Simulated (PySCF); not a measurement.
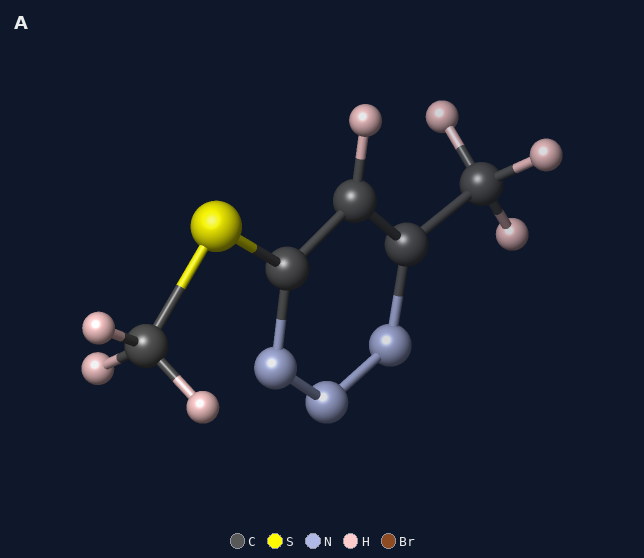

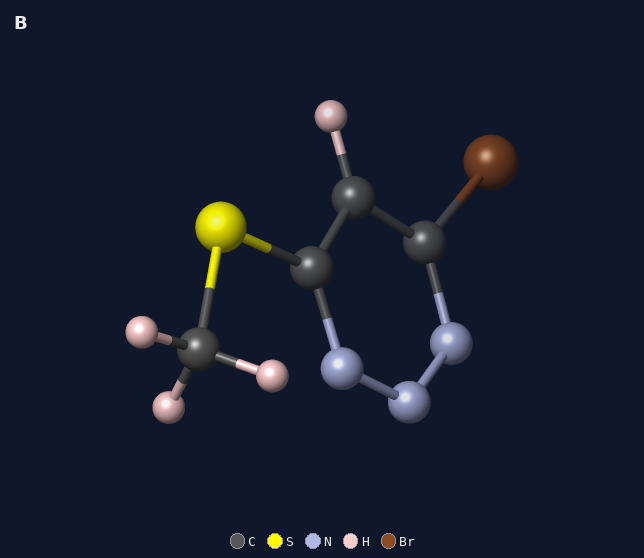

Two related species, optimised with GFN2-xTB; properties computed with PySCF 2.14.0. Both: charge 0, singlet.

> Identify both.

A is C5H7N3S (CSc1cc(C)nnn1), B is C4H4BrN3S (CSc1cc(Br)nnn1).

Compare them. With CAM-B3LYP/def2-SVPD: dipole moment (D), HOMO–LUMO gap (eV), HOMO energy (Kohn–Sham orbital) (eV), lowest vertical singlet excitation (eV), mean static polarisability (bohr³). With GFN2-xTB: mean S–C length (Å).

```tsv
quantity	A	B
dipole moment (D)	3.72	3.88
HOMO–LUMO gap (eV)	7.67	7.62
HOMO energy (Kohn–Sham orbital) (eV)	−8.32	−8.68
lowest vertical singlet excitation (eV)	3.55	3.58
mean static polarisability (bohr³)	101.4	113.1
mean S–C length (Å)	1.777	1.772
```

Each is one conformer, and no frequency run is at hand to confirm it as a minimum.

The geometry is semi-empirical. Around Br such bond lengths and angles can be off by a tenth of an ångström or more and by several degrees, and values that hang on the shape move with them.
